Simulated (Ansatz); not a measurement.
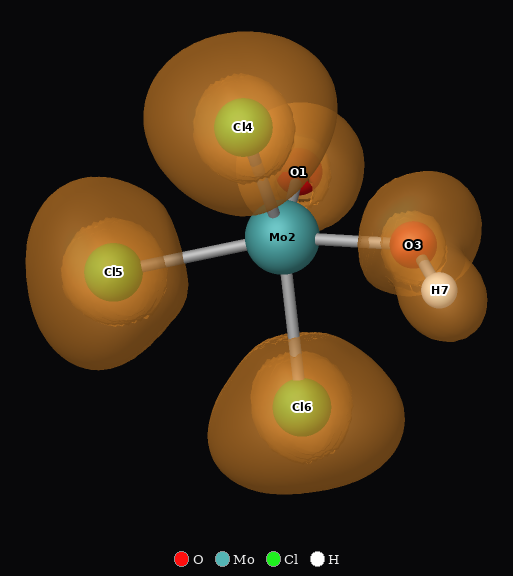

Figure 1: Cl3HMoO2 (SMILES [O]=[Mo]([OH])([Cl])([Cl])[Cl]). Isosurface of the electron localisation function at 0.75 (orange), seen at a tilt. Only the valence region is drawn (cores and ρ < 0.01 e/Å³ removed).

Geometry: PBE0-D4/def2-TZVP; core potentials replace the inner electrons of Mo.

The calculation used RKS PBE0-D4/def2-TZVPP in Ansatz.

```xyz
7

O    -1.8710   -0.1656    0.3649
Mo   -0.3275    0.0491   -0.1480
O     0.6194   -0.8927    1.1364
Cl    0.1534   -1.5846   -1.6636
Cl   -0.6478    1.4452   -1.9280
Cl    0.5730    1.9210    0.8636
H     1.5618   -0.8404    1.3288
```

### Identify the bonds, lone pairs and shells in this picture.

The ELF exceeds this value in three regions wrapped around Cl (the valence shell of each), one region wrapped around O (its valence shell) and one joined region spread over several atoms (H, O), in which their bonds and any lone pairs are merged. Along the contacts the grid gives the following. Mo–O (1.64 Å): the ELF peaks at about 0.80 in the valence shell of O, 0.5 Å from its nucleus, and drops to about 0.45 between the two atoms. Mo–Cl (2.28 Å): the ELF peaks at about 0.80 in the valence shell of Cl, 0.8 Å from its nucleus, and is about 0.45 at the midpoint.
